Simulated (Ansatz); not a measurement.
Run report: WHClF$_{4}$, geometry relaxation (part 2 of 2)

Continued. System: WHClF$_{4}$. Method: RKS LDA/def2-SVP (Ansatz 0.2.0). It belongs to a series of runs on one base structure; here: start relaxed.

Geometry of the input (Å):
```
W  0.0000  0.0000  0.0000
H  0.0000  0.0000  1.7200
Cl 2.3900  0.0000  0.0000
F  0.0000  1.8500  0.0000
F  -1.8500  0.0000  0.0000
F  0.0000  -1.8500  0.0000
F  0.0000  0.0000  -1.8500
```

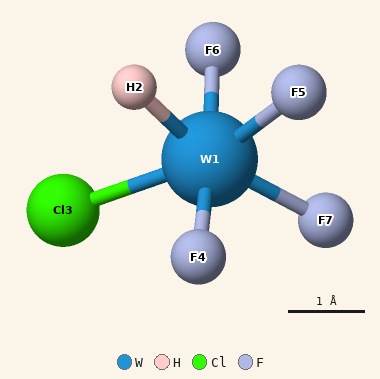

**Figure 1.** The geometry at step 4 of the log (ball-and-stick view, seen at a tilt; atoms are numbered from 1 in the order of the input).

## Output, continued
```
relax step   7: F+E_penalty+E_count = -25113.26561961 eV  Δ(F+E_penalty+E_count) = -8.645e-3 eV  max|allowed force component| = 2.562e-1 eV/Å  Δτ_max = 0.0348 Å  (34 SCF iters, accepted)
these checks for a lower state are left out or cut short: starts, cluster_reference, orbital_swaps, neighbouring_geometries, increment
1152 factors; their error is unknown
mean field -25113.26852484 eV, -922.8955959030 hartree, gradient 1.7e-5 eV, S^2 0.000000; 0 other end points of the search recorded, 0 dependent functions left out
the calculation of the forces begins
reference -25113.26859058 eV, -922.8955983189 hartree; 34, 34 occupied and 77, 77 virtual orbitals, 1152 factors
relax step   8: F+E_penalty+E_count = -25113.26852484 eV  Δ(F+E_penalty+E_count) = -2.905e-3 eV  max|allowed force component| = 8.157e-2 eV/Å  Δτ_max = 0.0318 Å  (33 SCF iters, accepted)
these checks for a lower state are left out or cut short: starts, cluster_reference, orbital_swaps, neighbouring_geometries, increment
1152 factors; their error is unknown
mean field -25113.27075914 eV, -922.8956780121 hartree, gradient 2.0e-5 eV, S^2 0.000000; 0 other end points of the search recorded, 0 dependent functions left out
the calculation of the forces begins
reference -25113.27082484 eV, -922.8956804264 hartree; 34, 34 occupied and 77, 77 virtual orbitals, 1152 factors
relax step   9: F+E_penalty+E_count = -25113.27075914 eV  Δ(F+E_penalty+E_count) = -2.234e-3 eV  max|allowed force component| = 3.418e-2 eV/Å  Δτ_max = 0.0332 Å  (33 SCF iters, accepted)
these checks for a lower state are left out or cut short: starts, cluster_reference, orbital_swaps, neighbouring_geometries, increment
1152 factors; their error is unknown
mean field evaluation 96: about -25113.2711 eV, gradient 1.7e-1 eV
mean field -25113.27111239 eV, -922.8956909938 hartree, gradient 1.4e-5 eV, S^2 0.000000; 0 other end points of the search recorded, 0 dependent functions left out
the calculation of the forces begins
reference -25113.27117805 eV, -922.8956934068 hartree; 34, 34 occupied and 77, 77 virtual orbitals, 1152 factors
relax step  10: F+E_penalty+E_count = -25113.27111239 eV  Δ(F+E_penalty+E_count) = -3.533e-4 eV  max|allowed force component| = 2.685e-2 eV/Å  Δτ_max = 0.0173 Å  (34 SCF iters, accepted)
these checks for a lower state are left out or cut short: starts, cluster_reference, orbital_swaps, neighbouring_geometries, increment
1152 factors; their error is unknown
mean field -25113.27117430 eV, -922.8956932690 hartree, gradient 1.4e-5 eV, S^2 0.000000; 0 other end points of the search recorded, 0 dependent functions left out
the calculation of the forces begins
reference -25113.27123995 eV, -922.8956956815 hartree; 34, 34 occupied and 77, 77 virtual orbitals, 1152 factors
relax step  11: F+E_penalty+E_count = -25113.27117430 eV  Δ(F+E_penalty+E_count) = -6.191e-5 eV  max|allowed force component| = 1.171e-2 eV/Å  Δτ_max = 0.0084 Å  (33 SCF iters, accepted)
1152 factors; their error is unknown
mean field evaluation 128: about -25113.2712 eV, gradient 1.4e-3 eV
mean field -25113.27117430 eV, -922.8956932690 hartree, gradient 1.5e-5 eV, S^2 0.000000; 1 other end points of the search recorded, 0 dependent functions left out
the calculation of the forces begins
reference -25113.27123995 eV, -922.8956956815 hartree; 34, 34 occupied and 77, 77 virtual orbitals, 1152 factors
Total energy: -25113.27123995 eV, -922.8956956815 hartree
Atom 0 at     0.120918     0.000000    -0.132107 Å, force     0.007273    -0.000000    -0.000759 eV/Å
Atom 1 at    -0.126388     0.000000     1.573657 Å, force    -0.000758    -0.000000     0.002269 eV/Å
Atom 2 at     2.294811    -0.000001     0.450570 Å, force    -0.010321    -0.000000    -0.001866 eV/Å
Atom 3 at     0.218564     1.833334    -0.130084 Å, force    -0.003827    -0.004065    -0.001214 eV/Å
Atom 4 at    -1.721593    -0.000000     0.151029 Å, force     0.011709    -0.000000    -0.002324 eV/Å
Atom 5 at     0.218565    -1.833334    -0.130084 Å, force    -0.003827     0.004065    -0.001214 eV/Å
Atom 6 at    -0.464876     0.000000    -1.912982 Å, force    -0.000249     0.000000     0.005107 eV/Å
Dipole moment:     0.337244     0.000000     0.053071 e Å
```

## Trajectory as extended XYZ (Å, eV, eV/Å), 11 frames, from step=1 to step=11
```
7
Properties=species:S:1:pos:R:3:forces:R:3 step=1 energy=-25112.74969
W     0.0000    0.0000    0.0000    1.5604   0.0000  -0.3201
H     0.0000    0.0000    1.7200   -0.0038   0.0000   0.5873
Cl    2.3900    0.0000    0.0000   -2.0196   0.0000   0.3015
F     0.0000    1.8500    0.0000   -0.0538  -0.6390   0.2906
F    -1.8500    0.0000    0.0000    0.5974   0.0000   0.3661
F     0.0000   -1.8500    0.0000   -0.0538   0.6390   0.2906
F     0.0000    0.0000   -1.8500   -0.0269   0.0000  -1.5161
7
Properties=species:S:1:pos:R:3:forces:R:3 step=2 energy=-25113.06082
W     0.0435    0.0000   -0.0803   -0.3866   0.0000   0.3824
H     0.0405    0.0000    1.7105   -0.1457   0.0000  -0.5637
Cl    2.2368    0.0000    0.1180    0.8911   0.0000   0.1990
F     0.0203    1.8329    0.0014   -0.0677   0.0391   0.0603
F    -1.7916    0.0000    0.0859   -0.0436   0.0000   0.1187
F     0.0203   -1.8329    0.0014   -0.0677  -0.0391   0.0603
F    -0.0297    0.0000   -1.9668   -0.1797   0.0000  -0.2570
7
Properties=species:S:1:pos:R:3:forces:R:3 step=3 energy=-25113.12742
W     0.0718    0.0000   -0.1002    0.1329   0.0000   0.1023
H    -0.0434    0.0000    1.6465    0.0525   0.0000  -0.1377
Cl    2.2908    0.0000    0.1625    0.0750   0.0000   0.1466
F     0.0341    1.8317    0.0018    0.0514   0.0085  -0.0005
F    -1.7565    0.0000    0.1494   -0.0548   0.0000  -0.1997
F     0.0341   -1.8317    0.0018    0.0514  -0.0085  -0.0005
F    -0.0910    0.0000   -1.9918   -0.3085   0.0000   0.0896
7
Properties=species:S:1:pos:R:3:forces:R:3 step=4 energy=-25113.18435
W     0.1123    0.0000   -0.1287    0.4035   0.0000  -0.7421
H    -0.0627    0.0000    1.5776   -0.0739   0.0000   0.1816
Cl    2.3359    0.0000    0.3074   -0.5303   0.0000  -0.0916
F     0.0762    1.8308   -0.0080    0.1713  -0.0074  -0.0454
F    -1.7183    0.0000    0.1397   -0.0978   0.0000  -0.1836
F     0.0762   -1.8308   -0.0080    0.1713   0.0074  -0.0454
F    -0.2796    0.0000   -2.0100   -0.0441   0.0000   0.9266
7
Properties=species:S:1:pos:R:3:forces:R:3 step=5 energy=-25113.22306
W     0.1358    0.0000   -0.1377   -0.0777   0.0000  -0.9365
H    -0.1235    0.0000    1.5576    0.0625   0.0000   0.0679
Cl    2.3425    0.0000    0.3510   -0.3163   0.0000  -0.0634
F     0.1408    1.8312   -0.0152    0.1335  -0.0016  -0.0512
F    -1.7005    0.0000    0.1142   -0.2313   0.0000  -0.0666
F     0.1408   -1.8312   -0.0152    0.1335   0.0016  -0.0512
F    -0.3959    0.0000   -1.9847    0.2960   0.0000   1.1010
7
Properties=species:S:1:pos:R:3:forces:R:3 step=6 energy=-25113.25698
W     0.1236    0.0000   -0.1357   -0.0068   0.0000  -0.5762
H    -0.1264    0.0000    1.5663   -0.0722   0.0000   0.0201
Cl    2.3178    0.0000    0.3583   -0.0065   0.0000   0.0068
F     0.1879    1.8332   -0.0299    0.0028  -0.0629  -0.0495
F    -1.7199    0.0000    0.0887   -0.1460   0.0000   0.1644
F     0.1879   -1.8332   -0.0299    0.0028   0.0629  -0.0495
F    -0.4307    0.0000   -1.9478    0.2259   0.0000   0.4838
7
Properties=species:S:1:pos:R:3:forces:R:3 step=7 energy=-25113.26562
W     0.1226    0.0000   -0.1442    0.0269   0.0000   0.2562
H    -0.1477    0.0000    1.5619    0.0732   0.0000  -0.0584
Cl    2.3059    0.0000    0.3765    0.1154   0.0000   0.0313
F     0.2073    1.8330   -0.0583   -0.0347  -0.0315  -0.0576
F    -1.7202    0.0000    0.1235   -0.1011   0.0000  -0.0736
F     0.2073   -1.8330   -0.0583   -0.0347   0.0315  -0.0576
F    -0.4353    0.0000   -1.9312   -0.0451   0.0000  -0.0405
7
Properties=species:S:1:pos:R:3:forces:R:3 step=8 energy=-25113.26852
W     0.1200    0.0000   -0.1313    0.0275   0.0000   0.0134
H    -0.1515    0.0000    1.5724    0.0670   0.0000  -0.0142
Cl    2.3046    0.0000    0.3930    0.0768   0.0000   0.0528
F     0.2152    1.8318   -0.0891   -0.0319   0.0440  -0.0139
F    -1.7233    0.0000    0.1339   -0.0816   0.0000  -0.0361
F     0.2152   -1.8318   -0.0891   -0.0319  -0.0440  -0.0139
F    -0.4403    0.0000   -1.9198   -0.0260   0.0000   0.0118
7
Properties=species:S:1:pos:R:3:forces:R:3 step=9 energy=-25113.27076
W     0.1206    0.0000   -0.1309    0.0255   0.0000   0.0018
H    -0.1292    0.0000    1.5744   -0.0146   0.0000   0.0127
Cl    2.3012    0.0000    0.4260   -0.0204   0.0000   0.0086
F     0.2111    1.8329   -0.1122   -0.0013   0.0246  -0.0006
F    -1.7243    0.0000    0.1400    0.0342   0.0000   0.0121
F     0.2111   -1.8329   -0.1122   -0.0013  -0.0246  -0.0006
F    -0.4505    0.0000   -1.9151   -0.0221   0.0000  -0.0339
7
Properties=species:S:1:pos:R:3:forces:R:3 step=10 energy=-25113.27111
W     0.1223    0.0000   -0.1319   -0.0088   0.0000  -0.0069
H    -0.1275    0.0000    1.5734   -0.0005   0.0000   0.0026
Cl    2.2987    0.0000    0.4431   -0.0268   0.0000  -0.0031
F     0.2142    1.8334   -0.1240    0.0053   0.0028   0.0001
F    -1.7212    0.0000    0.1469    0.0213   0.0000   0.0051
F     0.2142   -1.8335   -0.1240    0.0053  -0.0028   0.0001
F    -0.4608    0.0000   -1.9136    0.0043   0.0000   0.0019
7
Properties=species:S:1:pos:R:3:forces:R:3 step=11 energy=-25113.27117
W     0.1209    0.0000   -0.1321    0.0073   0.0000  -0.0008
H    -0.1264    0.0000    1.5737   -0.0008   0.0000   0.0023
Cl    2.2948    0.0000    0.4506   -0.0103   0.0000  -0.0019
F     0.2186    1.8333   -0.1301   -0.0038  -0.0041  -0.0012
F    -1.7216    0.0000    0.1510    0.0117   0.0000  -0.0023
F     0.2186   -1.8333   -0.1301   -0.0038   0.0041  -0.0012
F    -0.4649    0.0000   -1.9130   -0.0002   0.0000   0.0051
```

## Results in brief

| quantity | value |
| --- | --- |
| outcome | converged |
| total energy | −25113.2712 eV |
| mean-field energy | −25113.2712 eV |
| largest force (length of the vector) at the end | 0.012 eV/Å |
| hardware | 2 threads of Arm Neoverse V2, 24 GiB of memory available, shared host |
| wall time | 21 s (CPU time 40 s) |
| peak memory | 0.15 GiB |
